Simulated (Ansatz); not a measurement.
# BH2F (SMILES BF): CAM-B3LYP/STO-3G

What is the electronic atomisation energy of BH2F at CAM-B3LYP/STO-3G? 

Program for the calculation: Ansatz 0.2.0.

39 further runs of the same task are left out: 39 set aside as unsound or not needed.

## Step 1: The molecule

The species is BH2F (4 atoms), meant as a singlet with charge 0. As SMILES, `BF`. The shape is that of a PBE0-D4/def2-TZVP optimisation.

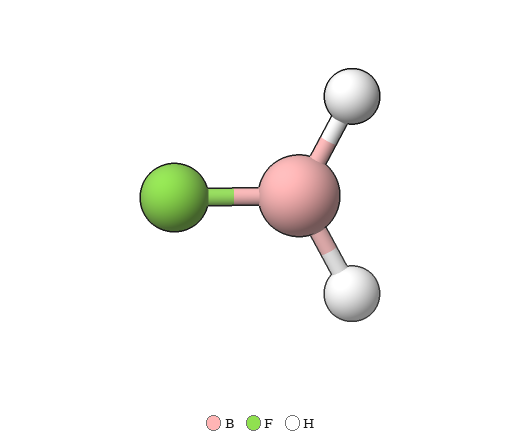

Viewed from a chosen angle; boron pink, fluorine green, hydrogen white.

## Step 2: The energy at CAM-B3LYP/STO-3G

Contents of in.yaml:

```yaml
crystal:
  periodic: [false, false, false]
  atoms:
    - {symbol: B, position_ang: [-0.027300, -0.004000, -0.030800]}
    - {symbol: F, position_ang: [1.061200, -0.296700, 0.649900]}
    - {symbol: H, position_ang: [-1.012500, -0.649100, 0.186200]}
    - {symbol: H, position_ang: [0.034200, 0.889600, -0.825600]}
basis:
  gaussian: {orbitals: STO-3G}
hamiltonian: {xc: {name: CAM-B3LYP}}
accuracy: high
```

Run with:

```bash
ansatz run in.yaml --threads 1 --pin off --max-ram 2610MiB --events-out events.jsonl --progress --plain --runs-dir runs
```

The log of the run:

```text
Warning: RAYON_NUM_THREADS=1 ignored (pool sized by the plan → 1); use --threads N
Functional definition: CAM-B3LYP
  name "CAM-B3LYP"
  parameter alpha = 0.19
  parameter beta = 0.46
  parameter omega = 0.33/bohr
  parameter ac = 0.81
  exchange = (1 - alpha - beta)*b88_x + beta*b88_x_sr(omega) + alpha*exact_x + beta*exact_x_lr(omega)
  correlation = (1 - ac)*vwn5_c + ac*lyp_c
186 factors; integrals over basis functions are off by at most 8.6e-9 eV
116 factors; integrals over basis functions are off by at most 8.1e-10 eV
mean field evaluation 1: about -3376.3486 eV, gradient 1.4e1 eV
mean field evaluation 2: about -3376.6431 eV, gradient 1.3e1 eV
mean field evaluation 4: about -3377.0765 eV, gradient 2.2e-1 eV
mean field evaluation 8: about -3377.0434 eV, gradient 1.4e-4 eV
mean field evaluation 16: about -3377.0434 eV, gradient 1.6e-8 eV
mean field -3377.04335305 eV, -124.1040541825 hartree, gradient 1.6e-8 eV, S^2 0.000000; 0 other end points of the search recorded, 0 dependent functions left out
reference -3377.04336294 eV, -124.1040545460 hartree; 8, 8 occupied and 4, 4 virtual orbitals, 186 factors
Total energy: -3377.04336294 eV, -124.1040545460 hartree
```

Wall time 0.68 s (1 thread of Arm Neoverse V1, shared host).

## Step 3: The B atom at the same level

Contents of run.yaml:

```yaml
basis:
  gaussian: {orbitals: STO-3G}
crystal:
  periodic: [false, false, false]
  atoms:
    - symbol: B
      position_ang: [0.000000, 0.000000, 0.000000]
magnetization: {spin_polarized: true, initial_magnetization: 1}
hamiltonian: {xc: {name: CAM-B3LYP}}
accuracy: high
```

Run the same way, it converges to -24.25659 Eh (log not shown).

## Step 4: The F atom, same level

Contents of job.yaml:

```yaml
crystal:
  periodic: [false, false, false]
  atoms:
    - {symbol: F, position_ang: [0.000000, 0.000000, 0.000000]}
basis:
  gaussian: {orbitals: STO-3G}
magnetization: {spin_polarized: true, initial_magnetization: 1}
hamiltonian: {xc: {name: CAM-B3LYP}}
accuracy: high
```

Run with:

```bash
ansatz run job.yaml --threads 1 --pin off --max-ram 2610MiB --events-out events.jsonl --progress --plain --runs-dir runs
```

The log of the run, cut to the lines that bear on the results:

```text
Warning: RAYON_NUM_THREADS=1 ignored (pool sized by the plan → 1); use --threads N
[... 8 set-up lines as earlier in the session ...]
15 factors; integrals over basis functions are off by at most 1.2e-9 eV
14 factors; integrals over basis functions are off by at most 2.3e-9 eV
mean field evaluation 1: about -2673.2417 eV, gradient 1.8e-12 eV
mean field evaluation 2: about -2673.2426 eV, gradient 1.0e-11 eV
mean field -2673.24259106 eV, -98.2398532327 hartree, gradient 0.0e0 eV, S^2 0.750000; 0 other end points of the search recorded, 0 dependent functions left out
reference -2673.24259442 eV, -98.2398533560 hartree; 5, 4 occupied and 0, 1 virtual orbitals, 15 factors
Total energy: -2673.24259442 eV, -98.2398533560 hartree
```

Run time: 0.22 s. Hardware: 1 thread of Arm Neoverse V1, shared host.

## Step 5: The H atom at the same level

Contents of molecule.yaml:

```yaml
crystal:
  periodic: [false, false, false]
  atoms:
    - {symbol: H, position_ang: [0.000000, 0.000000, 0.000000]}
basis:
  gaussian: {orbitals: STO-3G}
magnetization: {spin_polarized: true, initial_magnetization: 1}
hamiltonian: {xc: {name: CAM-B3LYP}}
accuracy: high
```

Run the same way, it converges to -0.46260 Eh (log not shown).

## Step 6: Summary of results

Level: CAM-B3LYP/STO-3G.

| quantity | value |
| --- | --- |
| molecule: total energy | -124.10405 Eh |
| B atom: total energy | -24.25659 Eh |
| B atom: ⟨S²⟩ | 0.750 |
| F atom: total energy | -98.23985 Eh |
| F atom: ⟨S²⟩ | 0.750 |
| H atom: total energy | -0.46260 Eh |
| H atom: ⟨S²⟩ | 0.750 |
| electronic atomisation energy | 18.569 eV |

What this shows: Taking the molecule apart into free atoms costs 18.57 eV (428 kcal/mol), before zero-point energy and without spin-orbit coupling. In a minimal basis such a difference can be off by several eV, whatever the method.
